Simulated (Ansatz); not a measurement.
C3H9NSi: several calculations on one system

### Relaxation

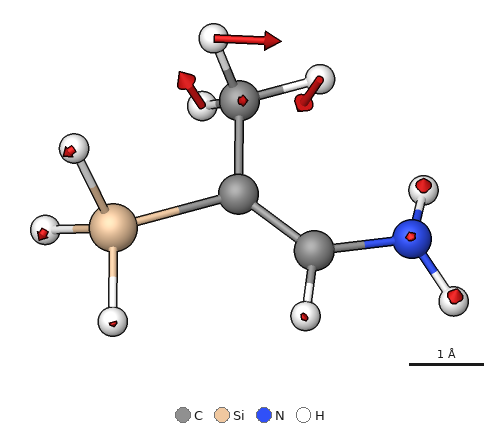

A relaxation of C$_{3}$H$_{9}$NSi. The starting structure is drawn; red arrows show the displacements, at their true length. The two geometries are superimposed by the best rigid fit.

The picture is a ball-and-stick view, seen at a tilt.

The run prepares an end point of a later path (hydrogen shift) calculation, from a guessed geometry.

Theory: Ansatz, RKS PBE-D4/def2-SVP. (no spin polarisation; force threshold 0.02 eV/Å; at most 50 steps)

What happened in the run?

Answer. The energy falls by 9.48 kcal/mol in 15 geometry steps. The largest force component goes from 2.9 to 0.018 eV/Å. The atom that moves furthest after the best rigid fit is an H atom (0.94 Å). Largest moves by element: H 0.94 Å, C 0.14 Å, N 0.13 Å, Si 0.07 Å. Near-neighbour distances that change, for instance: C–H 1.173 → 1.116 Å, C–H 1.049 → 1.104 Å, H–Si 1.465 → 1.508 Å, H–N 1.063 → 1.021 Å. Bond angles that change, for instance: C–C–C 129.0° → 120.3°, C–C–Si 112.0° → 120.5°, H–C–H 111.9° → 106.6°. Groups turn about C–C by about 45°. The run took 19 s on 2 threads of Intel(R) Xeon(R) 6975P-C (Granite Rapids) (shared host), peak memory 0.17 GiB.

### Relaxation

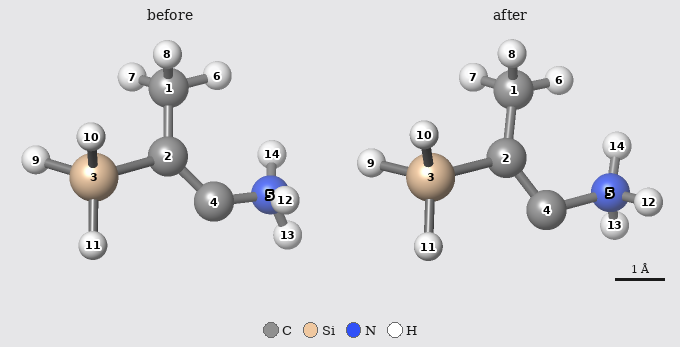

The structure of C3H9NSi before (left) and after (right) a relaxation, at one scale.

A ball-and-stick model, seen at a tilt.

The run prepares an end point of a later path (hydrogen shift) calculation, from a guessed geometry.

All numbers below come from Ansatz 0.2.0, RKS PBE-D4/def2-SVP. Set-up: no spin polarisation; force threshold 0.02 eV/Å; at most 50 steps.

What changed between the two?

Answer. H12 moves most after the best rigid fit: 0.55 Å. Largest moves by element: H 0.55 Å, C 0.27 Å, N 0.10 Å, Si 0.08 Å. Among the contacts that change: C4–H12 1.494 → 2.128 Å, C4–N5 1.403 → 1.586 Å, C1–H6 1.173 → 1.116 Å, Si3–H9 1.477 → 1.516 Å. Among the angles between lasting bonds that change: C4–N5–H12 73.7° → 106.9°, H12–N5–H14 131.3° → 107.9°, C2–C4–N5 125.7° → 110.7°. Over 9 accepted moves (10 points after the start) the energy falls by 135.4 kJ/mol. Largest force component: 3.8 eV/Å at the start, 0.016 eV/Å at the end. The line search rejected the trial step at point 6 of the run. The run took 14 s on 2 threads of Intel(R) Xeon(R) 6975P-C (Granite Rapids) (shared host), peak memory 0.17 GiB.

### Path

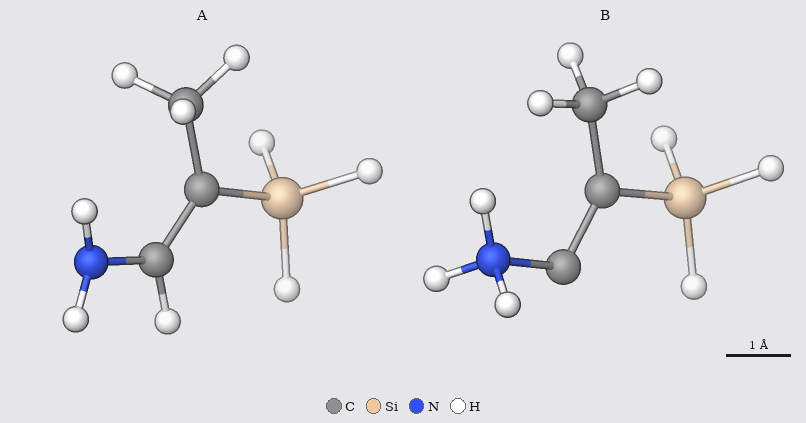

The two relaxed end points of a path for C3H9NSi. A ball-and-stick model, seen from a free direction.

All numbers below come from RKS PBE-D4/def2-SVP in Ansatz 0.2.0.

Settings: 9 movable images; climbing image; force threshold 0.03 eV/Å; iteration limit 60.

Start:
```xyz
14

C    -0.6533    0.4069    1.3000
C     0.0948   -0.1408    0.1037
Si    1.2203   -1.6113    0.2847
C    -0.0285    0.4566   -1.1209
N    -0.7579    1.5927   -1.3950
H    -1.7249    0.6126    1.0657
H    -0.6529   -0.2963    2.1576
H    -0.2160    1.3628    1.6708
H     0.4890   -2.8172    0.8300
H     2.3651   -1.3612    1.2410
H     1.8019   -1.9697   -1.0602
H     0.5161    0.0579   -1.9944
H    -1.0380    1.7647   -2.3596
H    -1.4283    1.9131   -0.6947
```

End:
```xyz
14

C    -0.5643    0.3891    1.2141
C     0.1687   -0.2405    0.0428
Si    1.2680   -1.7192    0.4120
C     0.1929    0.0798   -1.2827
N    -0.7291    1.3366   -1.5736
H    -1.2144    1.2575    0.9527
H    -1.2244   -0.3463    1.7228
H     0.1448    0.7565    1.9876
H     0.4840   -2.8175    1.1025
H     2.3688   -1.3482    1.3852
H     1.8926   -2.2813   -0.8308
H    -0.1305    2.0525   -2.0132
H    -1.4053    1.0545   -2.2997
H    -1.2644    1.7970   -0.7908
```

What barrier does the band find between them, and by what path?

Answer. The highest point, image 7, lies 3.72 eV above the start and 0.76 eV above the end; the end is at +2.96 eV relative to the start. A hydrogen atom shifts from one atom to another. Breaking: C4–H12 (1.10 → 1.40 at the top → 2.13 Å). Forming: N5–H12 (2.08 → 1.17 at the top → 1.03 Å). The band converged in 12 iterations, with a climbing image at the top.

Energies of the converged images:

```
image  path (Å)  E (eV)
    0      0.00   0.000
    1      0.38   0.002
    2      0.76   0.012
    3      1.14   0.070
    4      1.52   0.308
    5      1.90   1.116
    6      2.28   2.727
    7      2.66   3.716
    8      3.15   3.158
    9      3.65   2.976
   10      4.14   2.957
```

The geometry at the top of the path:

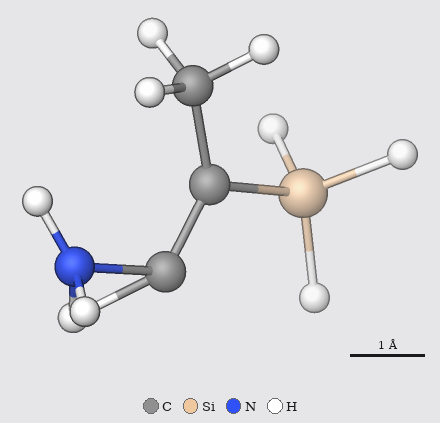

Cost: 2.1 min on 2 threads of Intel(R) Xeon(R) 6975P-C (Granite Rapids) (shared host), peak memory 0.18 GiB.
